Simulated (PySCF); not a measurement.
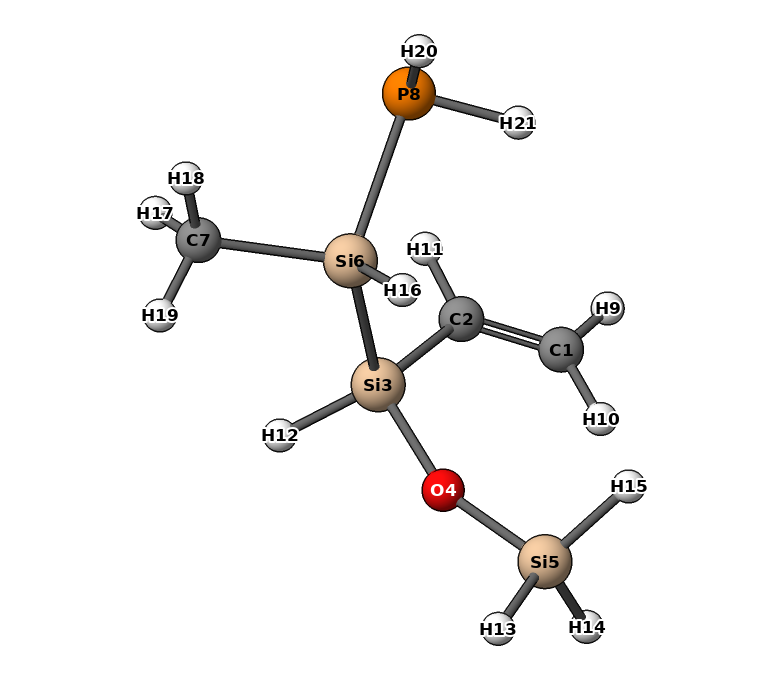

The questions are on isotropic NMR shieldings of the H atoms. The geometry was computed by an optimisation with GFN2-xTB. No frequency run is at hand to confirm it as a minimum. Properties computed with GIAO PBE0/pcSseg-1 NMR shielding, non-relativistic, gas phase (PySCF 2.14.0).

### Which H atom is the most shielded (lowest chemical shift)?

H17 (31.60 ppm).

### Which H atom is the least shielded (highest chemical shift)?

H9 (25.16 ppm).

### How wide is the range of H shifts?

6.44 ppm.

Give the isotropic NMR shieldings of the H atoms atom by atom.

```
atom  σ (ppm)
  H9    25.16
 H10    25.52
 H11    25.44
 H12    26.00
 H13    26.58
 H14    26.48
 H15    26.55
 H16    26.89
 H17    31.60
 H18    31.36
 H19    31.25
 H20    30.55
 H21    30.61
```

The geometry is semi-empirical. Around P, Si such bond lengths and angles can be off by a tenth of an ångström or more and by several degrees, and values that hang on the shape move with them.
